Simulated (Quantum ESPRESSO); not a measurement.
Consider SiO2 (Stishovite, P4_2/mnm).

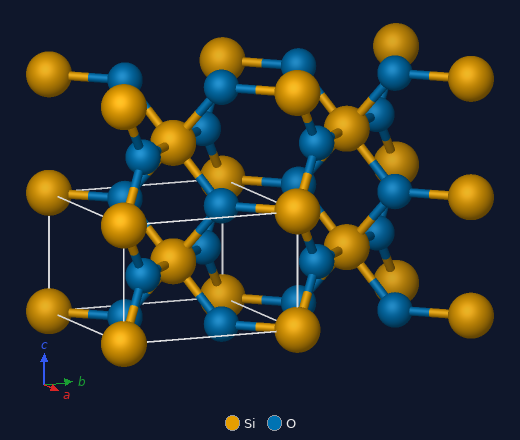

The structure (silicon orange, oxygen blue). 1×2×2 cells are drawn. Some periodic images of atoms are drawn too.

```
CELL_PARAMETERS angstrom
4.17730 0.00000 0.00000
0.00000 4.17730 0.00000
0.00000 0.00000 2.66520
ATOMIC_POSITIONS crystal
Si 0.50000 0.50000 0.50000
Si 0.00000 0.00000 0.00000
O 0.80590 0.19410 0.50000
O 0.69410 0.69410 0.00000
O 0.19410 0.80590 0.50000
O 0.30590 0.30590 0.00000
```

Absorber: atom 3, with 2 Si at 1.76 Å and 1 Si at 1.81 Å (distorted trigonal planar, site symmetry m2m). Method: Quantum ESPRESSO XSpectra, PBE, full core hole (charged cell), 12-atom cell with 5.0 Å between holes, 6×6×6 k points, dipole transitions, Lorentzian half width 0.3 eV up to 4 eV, rising linearly to 2.5 eV at 25 eV (counted from xe0, 2.3 eV below the zero used here).

Q: Predict the near-edge structure at the O K edge.

Main maxima up to 24 eV above the zero (height): 2.6 eV (1.82), 8.4 eV (2.03) and 22.9 eV (0.60). A K edge sees empty p states on the absorber. The total-energy difference plus the lowest empty eigenvalue puts the zero at 542.56 eV. One term is added: -8.91 eV, since the hole is spin-paired here and a spin-polarised one costs that much less in the free atom (computed apart). The photon energy is then 533.65 eV. The functional and the charged cell's background leave an error of a few eV in such absolute values.

The O K spectrum (energy from the lowest empty level; intensity scaled to a mean of 1 over the first 20 eV; the points at xe0, where the cut of filled states can leave a spike, are interpolated; polarised curves are means over the symmetry-equivalent atoms):

| E (eV) | isotropic | ε ⊥ c | ε ∥ c |
| --- | --- | --- | --- |
| -2.0 | 0.04 | 0.03 | 0.05 |
| -0.5 | 0.08 | 0.06 | 0.11 |
| 1.0 | 0.42 | 0.32 | 0.63 |
| 2.5 | 1.80 | 1.31 | 2.79 |
| 4.0 | 1.33 | 1.13 | 1.72 |
| 5.5 | 1.59 | 1.65 | 1.47 |
| 7.0 | 1.92 | 1.87 | 2.02 |
| 8.5 | 2.03 | 2.12 | 1.84 |
| 10.0 | 1.35 | 1.48 | 1.10 |
| 11.5 | 0.70 | 0.74 | 0.61 |
| 13.0 | 0.48 | 0.49 | 0.48 |
| 14.5 | 0.41 | 0.40 | 0.43 |
| 16.0 | 0.37 | 0.38 | 0.37 |
| 17.5 | 0.40 | 0.42 | 0.38 |
| 19.0 | 0.48 | 0.49 | 0.45 |
| 20.5 | 0.55 | 0.54 | 0.56 |
| 22.0 | 0.59 | 0.56 | 0.64 |
| 23.5 | 0.59 | 0.57 | 0.64 |
| 25.0 | 0.53 | 0.52 | 0.55 |
| 26.5 | 0.45 | 0.45 | 0.46 |
| 28.0 | 0.42 | 0.41 | 0.44 |
| 29.5 | 0.41 | 0.40 | 0.45 |
| 31.0 | 0.42 | 0.40 | 0.46 |

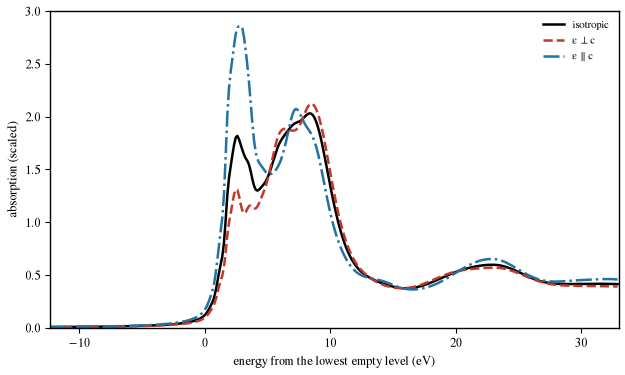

The O K edge.

The holes are only 5.0 Å apart, so the shape is probably not converged with cell size; no larger cell was run here. Lifetime broadening is put in by hand, and intensities beyond about 20 eV depend on it and on the partial waves; weight that the partial waves miss at high energy is lost. The structure is a published determination, not relaxed.

[Banner, clock and machine lines of the logs are left out without a mark of their own.]

[Logs are printed without paths, hosts, clocks, repeated set-up lines and the standing remarks that a program may print on its own settings, such as how far it seeks lower states.]

[Hosts, paths, dates, database ids (printed as entryN), source tags and the programs' standing remarks are cut or masked in the printed files.]

[Lists of maxima count a maximum above −3 eV only where it reaches 4 % of the highest in the window and stands out from its surroundings by 2 % of it (1.5 % where it reaches 55 %); shoulders and weaker maxima are passed over, and of the rest the first, up to two pre-edge ones and the few strongest are named.]
